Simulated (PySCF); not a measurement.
**C₂H₁₂O₂Si₄ (SMILES C[Si]([SiH3])([SiH3])[SiH2]OC=O): density, localisation and related maps**

```xyz
20

C    -1.4105    2.0394    0.6595
Si   -0.6142    0.3395    0.2522
Si   -1.9142   -0.6651   -1.4339
Si   -0.6051   -0.9163    2.2427
Si    1.5367    0.7826   -0.5026
O     1.8699   -0.8629   -0.7294
C     3.0187   -1.2663   -1.1929
O     3.9318   -0.5602   -1.4982
H    -0.8552    2.5705    1.4273
H    -2.4259    1.9143    1.0225
H    -1.4557    2.6852   -0.2129
H    -1.9881    0.1228   -2.6704
H    -3.3045   -0.8960   -1.0261
H    -1.3738   -1.9748   -1.8111
H    -1.9363   -1.4139    2.6088
H    -0.1266   -0.1616    3.4071
H     0.2576   -2.0956    2.1325
H     1.7618    1.4376   -1.7952
H     2.5773    1.3011    0.3909
H     3.0513   -2.3697   -1.2737
```

Geometry: GFN2-xTB.

Computed with PySCF 2.14.0, PBE0/pcSseg-1, SCF density, gas phase, non-relativistic.

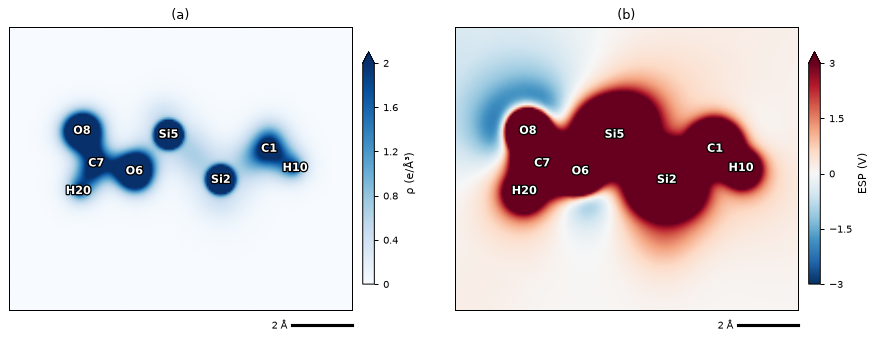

Figure 1. (a) electron density; (b) electrostatic potential on the plane of atoms O6, C7 and O8.

Interpret the plot.

Answer. The section cuts through C, Si, O and H sites.
C–O (1.19 Å): the density is about 3.4 e/Å³ at the midpoint.
Si–O (1.69 Å): ρ at the midpoint is about 1 e/Å³.
C–Si (1.92 Å): ρ is about 0.87 e/Å³ halfway.
Si–Si (2.32 Å): ρ is about 0.66 e/Å³ halfway.
C–H (1.09 Å): ρ is about 1.9 e/Å³ halfway.
Outside the dense part of the molecule the potential is most negative (−2.0 V) near O8.

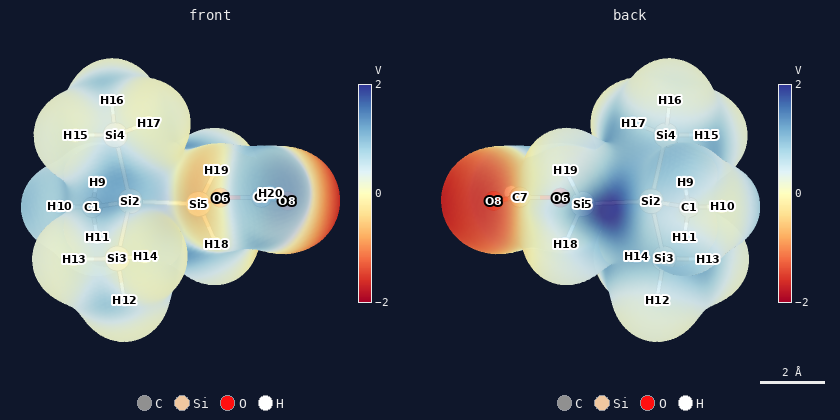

Figure 2. The electrostatic potential painted on the density surface at 0.002 e/bohr³, seen from the front and from behind; red is negative and blue positive.

Which sites attract a positive test charge, and which a negative one?

Answer. A positive charge is drawn to the negative regions and a negative charge to the positive ones. The most negative region (about −1.7 V) lies over O8, the most positive (about +1.9 V) over Si5. O8 is the likeliest acceptor of a hydrogen bond.
